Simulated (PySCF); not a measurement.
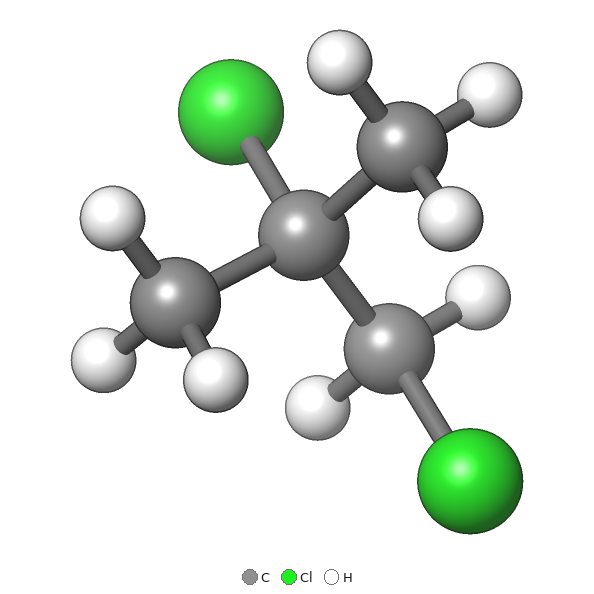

Ball-and-stick drawing of a structure. Every bond is drawn as one stick, whatever its order.

The computed structure is the end point of a GFN2-xTB optimisation. No frequency run is at hand to confirm it as a minimum.

What does the picture show?

Formula C4H8Cl2. SMILES: `CC(C)(Cl)CCl`. It has no ring. Among its groups: C–Cl bond. The point group is Cs. Coordination: 4 C tetrahedral.

The parts below concern this one geometry. Atoms keep their numbers from picture to picture.

### Shape

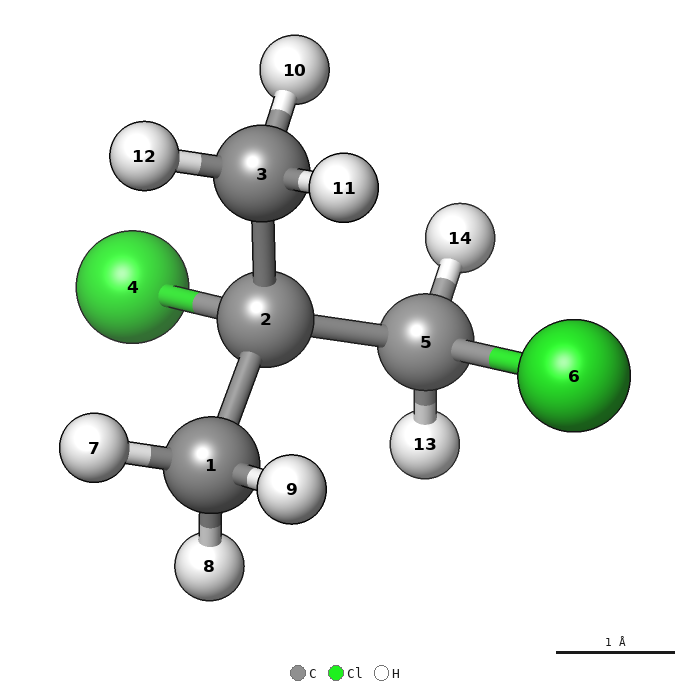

The atoms are numbered. No frequency run is at hand to confirm it as a minimum.

List the bonds and their lengths.

```csv
bond,length (Å),order
C1–C2,1.520,single
C1–H7,1.087,single
C1–H8,1.088,single
C1–H9,1.088,single
C2–C3,1.520,single
C2–Cl4,1.811,single
C2–C5,1.525,single
C3–H10,1.088,single
C3–H11,1.088,single
C3–H12,1.087,single
C5–Cl6,1.781,single
C5–H13,1.090,single
C5–H14,1.090,single
```

### Charges

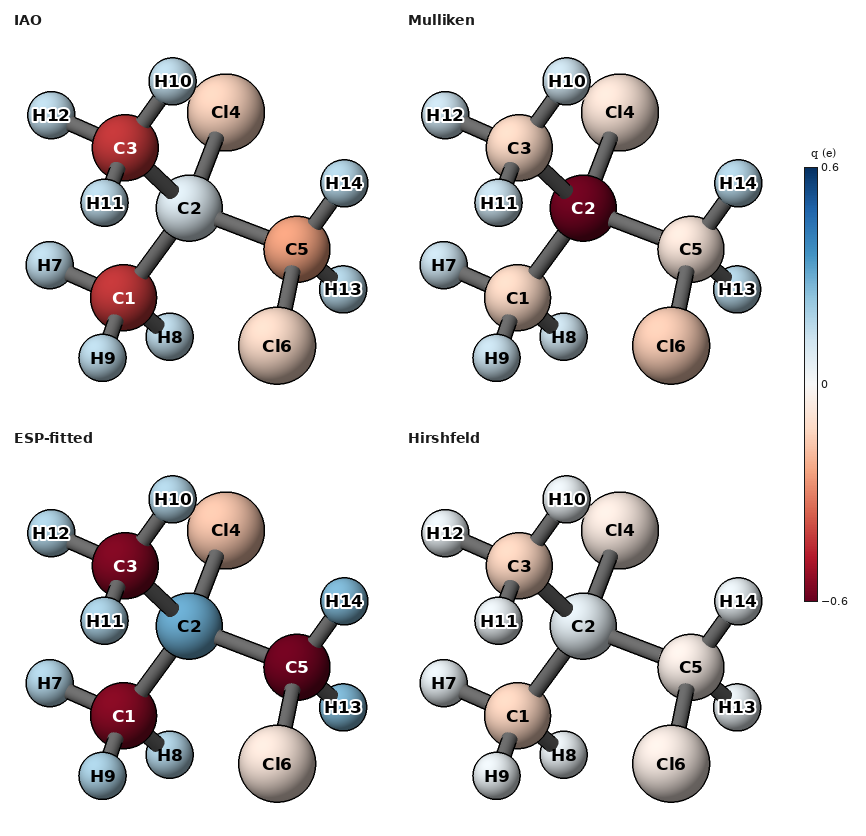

Atomic charges of one calculation by 4 schemes, on one colour scale. No frequency run is at hand to confirm it as a minimum. Method: PBE0/pcSseg-1 (PySCF 2.14.0).

Question: Which scheme gives the most polar picture (largest mean size of the charges)?

Answer: The ESP-fitted charges are the largest in size here, and the Hirshfeld charges the smallest.

Question: On which atom do the schemes disagree most?

Answer: On C2 (from −0.58 to 0.30 e).

List the charges (e), one line for each set of equivalent atoms.

| atom | IAO | Mulliken | ESP-fitted | Hirshfeld |
| --- | --- | --- | --- | --- |
| C1, C3 | −0.42 | −0.12 | −0.55 | −0.13 |
| C2 | 0.08 | −0.58 | 0.30 | 0.06 |
| Cl4 | −0.13 | −0.08 | −0.16 | −0.05 |
| C5 | −0.24 | −0.07 | −0.58 | −0.04 |
| Cl6 | −0.11 | −0.15 | −0.07 | −0.04 |
| H7, H12 | 0.15 | 0.13 | 0.18 | 0.04 |
| H8, H10 | 0.15 | 0.12 | 0.17 | 0.04 |
| H9, H11 | 0.16 | 0.13 | 0.19 | 0.04 |
| H13, H14 | 0.17 | 0.17 | 0.26 | 0.05 |

### Polarisability

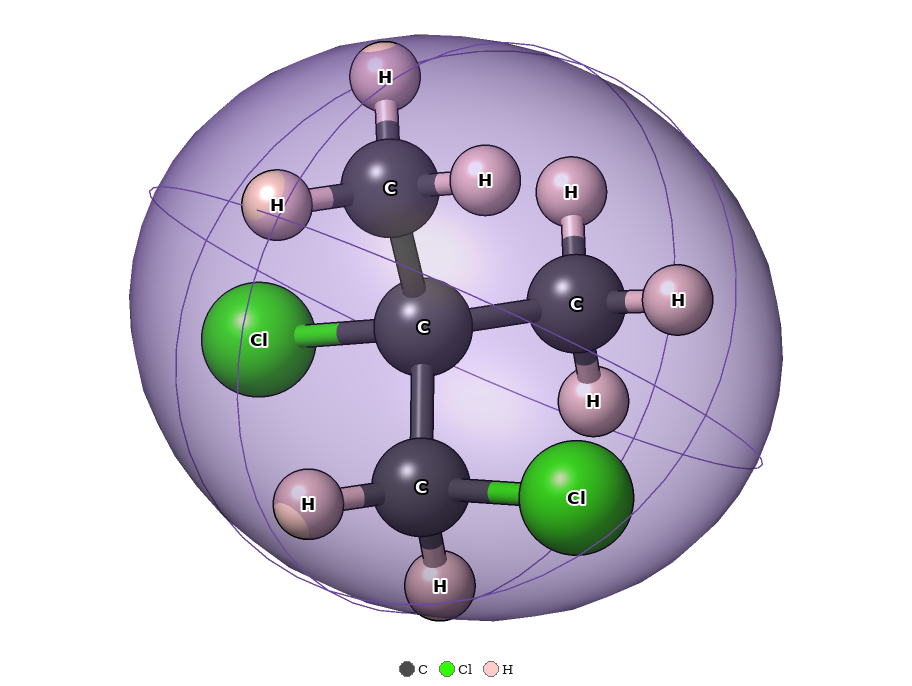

The ellipsoid shows the static dipole polarisability: its half-axes are proportional to the principal values. No frequency run is at hand to confirm it as a minimum. Level of theory: PBE0/def2-SVPD (PySCF 2.14.0).

Question: How large and how anisotropic is the polarisability?

Answer: Principal values 69.6, 70.9, 91.6 bohr³; mean 77.4 bohr³ (11.47 Å³); anisotropy 21.4 bohr³, so the longest axis is 1.32 times the shortest.

### Quadrupole coupling

No frequency run is at hand to confirm it as a minimum. Electric field gradients from the ground-state density, PBE0/pcSseg-1 (PySCF 2.14.0), non-relativistic apart from any core potentials.

Give the largest field-gradient component, the quadrupole coupling constant and the asymmetry for 35Cl at Cl4 (Q = −81.7 mb), 35Cl at Cl6 (Q = −81.7 mb), 2H at H7 (Q = 2.86 mb), 2H at H8 (Q = 2.86 mb).

| atom | V_zz (a.u.) | e²qQ/h (MHz) | η |
| --- | --- | --- | --- |
| Cl4 | 3.759 | −72.2 | 0.04 |
| Cl6 | 3.912 | −75.1 | 0.05 |
| H7 | 0.314 | 0.211 | 0.03 |
| H8 | 0.312 | 0.210 | 0.04 |

Mulliken values depend strongly on the basis set and can even reverse the polarity of a bond.
